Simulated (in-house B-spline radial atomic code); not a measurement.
I⁶⁺: RPA and GW calculation

- system: I⁶⁺, configuration [Kr] 4d10 5s1.
- method: RPA, second-order and SOSEX correlation energies and G0W0 (contour deformation) on a non-relativistic mean field, all electrons, B-spline basis (in-house B-spline radial atomic code)

Summary:

| quantity | value |
| --- | --- |
| outcome | converged |
| mean-field total energy | −6910.06253 hartree |
| total energy with exact exchange alone | −6910.06253 hartree |
| exact exchange energy | −171.96231 hartree |
| RPA correlation, extrapolated in the angular momentum of the empty orbitals | −3.70912 hartree |
| RPA correlation, as summed | −3.64567 hartree |
| direct second-order term | −4.17498 hartree |
| second-order exchange term | 1.15332 hartree |
| SOSEX term | 1.07987 hartree |
| hardware | 1 thread of Arm Neoverse N1, 98 GiB of memory available, shared host |
| wall time | 20 s |

Remarks:

Relativity is left out, which matters for an atom this heavy. Limits: empty minority-spin level lies below the highest occupied level: each spin potential is zero at infinity, spin occupations fixed; relativity is absent.

The input:
```
Z = 53
electrons = 47.0
configuration = [Kr] 4d10 5s1
hamiltonian = nr
method = oep
lmax = 9
spin_polarised = True
box_radius = 9.29
intervals = 73
ion_configuration = [Kr] 4d10
```

Launched within a batch (the task file carries these settings):
```bash
python <driver script> task.json out
```

The program writes its results to a structured record and prints no log; tables and figures of this report are taken from that record.

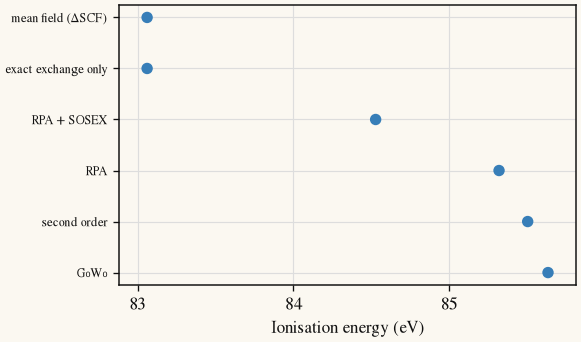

Figure 1. The ionisation energy of I⁶⁺ ([Kr] 4d¹⁰ 5s → [Kr] 4d¹⁰) across levels of theory. All-electron spherical atom, non-relativistic, exchange-only OEP start, no spin-orbit coupling, Breit or QED terms; computed with a B-spline radial code. Differences of total energies, each species on its own start, beside the G₀W₀ level. The values run from 83.06 eV (mean field (ΔSCF) and exact exchange only) to 85.64 eV (G₀W₀).

| Method | Ionisation energy (eV) |
| --- | --- |
| mean field (ΔSCF) | 83.06 |
| exact exchange only | 83.06 |
| second order | 85.51 |
| RPA | 85.32 |
| RPA + SOSEX | 84.53 |
| G₀W₀ | 85.64 |

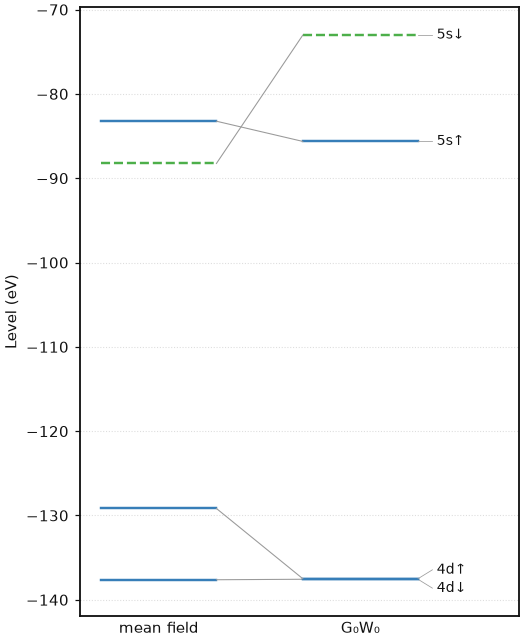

Figure 2. Mean-field and G₀W₀ levels (solid occupied, dashed empty) for I⁶⁺ ([Kr] 4d¹⁰ 5s). The quasi-particle equation is solved at full frequency; levels of low quasi-particle weight Z are left out. Σ columns are in eV, and Σc holds an estimate for the angular momenta beyond the basis. G₀W₀ moves the highest occupied level, 5s↑, from −83.24 to −85.64 eV (renormalisation factor Z = 0.97). The empty level 5s↓ goes from −88.25 to −73.03 eV.

```tsv
Level	Mean field (eV)	Σx − vxc (eV)	Σc (eV)	Z	G₀W₀ (eV)
5s↓	−88.25	19.24	−4.01	0.88	−73.03
5s↑	−83.24	0.00	−2.40	0.97	−85.64
4d↑	−129.17	−8.74	0.41	0.94	−137.50
4d↓	−137.62	0.00	0.06	0.96	−137.56
```
